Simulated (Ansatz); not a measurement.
AlH3 (SMILES [H][Al]([H])[H]): where methods fail along a bond

AlH3: 4 atoms, total charge 0, spin state singlet. As SMILES, `[H][Al]([H])[H]`. Geometry: a GFN2-xTB relaxation, a rough one for these elements and not checked as a minimum.

```xyz
4

Al    0.0000    0.0000    0.0000
H     1.5527   -0.0305    0.0146
H    -0.7498    1.3598   -0.0191
H    -0.8028   -1.3293    0.0045
```

The Al1–H2 distance is scanned; the parts on either side stay rigid. Basis 6-31G(d), 5 core orbitals frozen in the correlated methods; program Ansatz 0.2.0. FCI is exact within this basis and core. Energies in eV from each method's value at 1.553 Å; methods without a U are spin-restricted. The shape above is that at 1.553 Å.

| distance (Å) | BLYP | revPBE | RPA@PBE | BCCD(T) | CCSDT | FCI |
| --- | --- | --- | --- | --- | --- | --- |
| 1.553 | 0.00 | 0.00 | 0.00 | 0.00 | 0.00 | 0.00 |
| 1.941 | 0.47 | 0.44 | 0.48 | 0.49 | 0.49 | 0.49 |
| 2.330 | 1.44 | 1.41 | 1.45 | 1.46 | 1.45 | 1.45 |
| 3.106 | 3.08 | 3.08 | 2.99 | 2.86 | 2.85 | 2.84 |
| 3.883 | 4.03 | 4.06 | 3.71 | 3.30 | 3.31 | 3.30 |

Departure from the FCI curve at its largest: BLYP +0.73 eV at 3.88 Å; revPBE +0.76 eV at 3.88 Å; RPA@PBE +0.42 eV at 3.88 Å; BCCD(T) +0.02 eV at 3.11 Å; CCSDT +0.01 eV at 3.88 Å. For the functionals part of the departure is owed to the small basis.

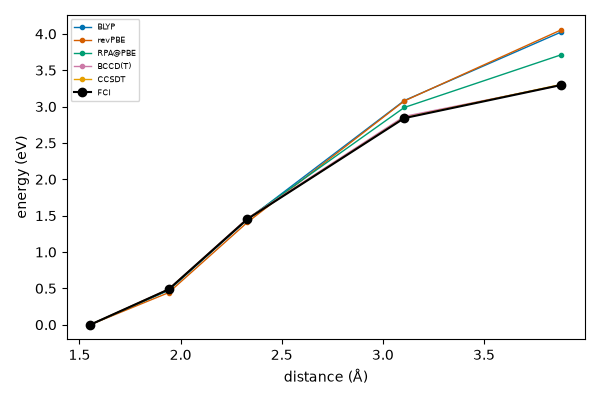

The curves of the table.
